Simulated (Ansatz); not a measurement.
Fields on a plane of SnAu (NiAs type)

```
CELL_PARAMETERS angstrom
      4.33265     0.00000     0.00000
     -2.16633     3.75219     0.00000
      0.00000     0.00000     5.55623
ATOMIC_POSITIONS crystal
  Sn 0.66667 0.33333 0.75000
  Sn 0.33333 0.66667 0.25000
  Au 0.00000 0.00000 0.50000
  Au 0.00000 0.00000 0.00000
```

The slice is a (1 -1 0 0) plane (indices of the conventional cell) through the point (0.000, 0.000, 0.000) (fractional), spanned by u = [110] and v = [001] in vectors of this cell: u (4.33 Å) and v (5.56 Å, at 90° to u). It covers one period; positions are fractions (u, v).

Atoms on it: Au at (0.00, 0.50); Au at (0.00, 0.00).

Calculation: PBEsol (plane waves to 420 eV, PAW, scalar-relativistic; Ansatz, a first-principles code). k mesh 12×12×9. These are valence fields of a PAW run, semicore shells included where kept as valence: close to a nucleus they are smooth pseudo fields. SnAu was relaxed with its symmetry unable to fall. Spin-orbit coupling is left out, though Au is heavy.

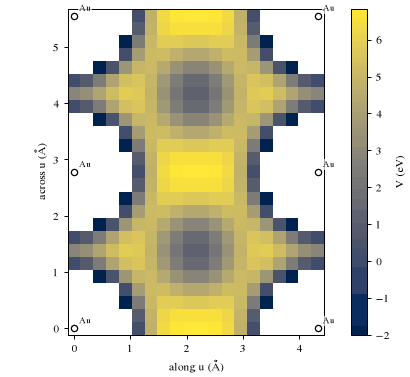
Fig. 1. Electrostatic potential energy of an electron, from the cell's mean, in eV, one period of the plane, atoms marked. Points within 1 Å of a nucleus are left white, as the pseudised field means little there. Values under -2 eV are set to -2. The zero, the cell's mean, hangs on the PAW cores.

```
|xxxx@@##==::::..        ..::::==##@@xx|
|xx@@%%**--::::............::::--**%%@@|
|####**--::::::::::::::::::::::::--**##|
|==--::......::::::::::::::::......::--|
|............::::::::::::::::..........|
|............::::::::::::::::..........|
|............::::::::::::::::..........|
|==--::......::::::::::::::::......::--|
|####**--::::::::::::::::::::::::--**##|
|xx@@%%**--::::............::::--**%%@@|
|xxxx@@##==::::..        ..::::==##@@xx|
|xxxxxx%%++::::..        ..::::++%%xxxx|
|xxxx@@##==::::..        ..::::==##@@xx|
|xx@@%%**--::::............::::--**%%@@|
|####**--::::::::::::::::::::::::--**##|
|==--::......::::::::::::::::......::--|
|............::::::::::::::::..........|
|............::::::::::::::::..........|
|............::::::::::::::::..........|
|==--::......::::::::::::::::......::--|
|####**--::::::::::::::::::::::::--**##|
|xx@@%%**--::::............::::--**%%@@|
|xxxx@@##==::::..        ..::::==##@@xx|
|xxxxxx%%++::::..        ..::::++%%xxxx|
```
Scale: ten equal steps from 0.21 (start of ' ') to 0.58 (end of '@'), in the order ' .:-=+*#%@'. Values: electron localisation function (ELF). The map has 19 points along u (two characters each, u = 0 at the left) and 24 along v (v = 0 in the bottom row). Points within 0.5 Å of a nucleus are blanked (x), as the pseudised field means little there.

The density on the Au–Au line (2.78 Å) at its midpoint comes out as 0.36 e/Å³ and the ELF at that point is 0.26.
